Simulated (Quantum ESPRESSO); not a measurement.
The C K edge of atom 4 in Gd2CCl (R-3m), with 6 Gd at 2.50 Å (octahedral, site symmetry -3m), was computed in 2 ways: excited-electron core hole (neutral cell) and no core hole. Program and functional: Quantum ESPRESSO XSpectra, PBEsol, without spin-orbit coupling, Lorentzian half width 0.3 eV up to 4 eV, rising linearly to 2.5 eV at 25 eV; cells of 4 and 12 atoms (the run without a hole in the smaller).

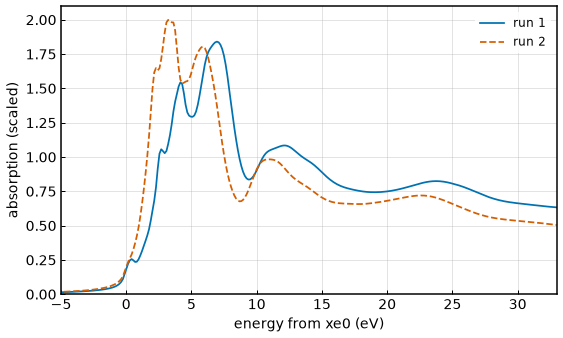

Each run is counted from its own lowest empty level or Fermi level and scaled to a mean of 1 over its first 20 eV.

Which run is which?

Run 1: no core hole (area from −2 to 6 eV 5.8, main maxima 2.7 eV (1.06), 4.2 eV (1.54), 7.0 eV (1.84) and 12.2 eV (1.08)). Run 2: excited-electron core hole (neutral cell) (area from −2 to 6 eV 8.4, main maxima 3.2 eV (2.00), 5.9 eV (1.81), 11.0 eV (0.98) and 22.6 eV (0.72)). With each curve scaled to its own mean, the area from −2 to 6 eV with the hole is 8.4 against 5.8, and the centre of weight from −1 to 20 eV moves by -1.1 eV: the hole pulls the absorber's empty states down.

[Hosts, paths, dates, database ids (printed as entryN), source tags and the programs' standing remarks are cut or masked in the printed files.]

[Lists of maxima count a maximum above −3 eV only where it reaches 4 % of the highest in the window and stands out from its surroundings by 2 % of it (1.5 % where it reaches 55 %); shoulders and weaker maxima are passed over, and of the rest the first, up to two pre-edge ones and the few strongest are named.]
